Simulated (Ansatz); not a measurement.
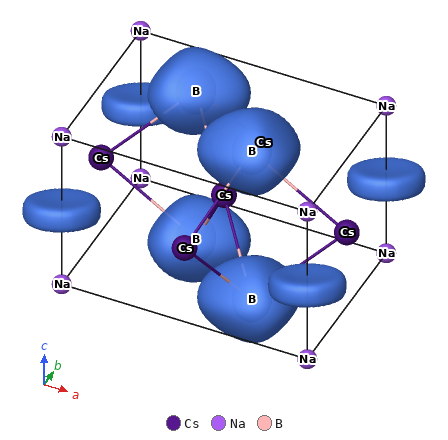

Figure 1: Cs3NaB2. Isosurface of the electron localisation function at 0.7 (blue), seen at an oblique angle. Only the valence region is drawn (cores and ρ < 0.01 e/Å³ removed). Sticks mark near contacts.

Space group P6/mmm; a structure generated by program, which may or may not match a known phase.

Computed with DFT PBE, scalar-relativistic, plane waves, PAW in Ansatz.

Input

```
crystal:
  lattice:
    - [8.9708599988, 0.0, 0.0]
    - [-4.4854299994, 7.7689926527, 0.0]
    - [0.0, 0.0, 4.1276879137]
  atoms:
    - { symbol: Cs, position: [0.5, 0.0, 0.5] }
    - { symbol: Cs, position: [0.5, 0.5, 0.5] }
    - { symbol: Cs, position: [0.0, 0.5, 0.5] }
    - { symbol: Na, position: [0.0, 0.0, 0.0] }
    - { symbol: B, position: [0.3333333333, 0.6666666667, 0.0] }
    - { symbol: B, position: [0.6666666667, 0.3333333333, 0.0] }
basis:
  ecutwfc: 420
kpoints:
  mp_grid: { grid: [6, 6, 10] }
hamiltonian:
  xc: pbe
scf:
  occupations: { method: gaussian, width: 0.1 }
output:
  forces: true
  stress: true
  eigenvalues: true
  write_density: true
  write_potential: true
  elf: true
  volumetric_format: npy
relax:
  adjacent_minimum: "off"
  f_tol: 0.01
  max_steps: 80
  cell: { stress_tol: 0.05 }
```

Launched as:

```sh
ansatz run input.yaml --threads 1 --pin off --max-ram 2048MiB --backend cpu --events-out ev --progress --plain --runs-dir out
```

Below, planes, directions and counts refer to the conventional cell (a = 8.97 Å, b = 8.97 Å, c = 4.13 Å, α = 90.00°, β = 90.00°, γ = 120.00°).

The fields are those of the relaxed geometry.

> Where are the electrons localised?

At this value the surface marks out two regions wrapped around B (the valence shell of each) and one pocket between the atoms, centred on no nucleus (multi-centre or interstitial), counted in one cell of 6 atoms. Regions shared between cells count once. Profiles from the grid: Cs–B (3.31 Å): the ELF is about 0.15 at the midpoint; no shared electron pair shows on this line. Na–Na (4.13 Å): the ELF peaks at about 0.80 between the atoms.
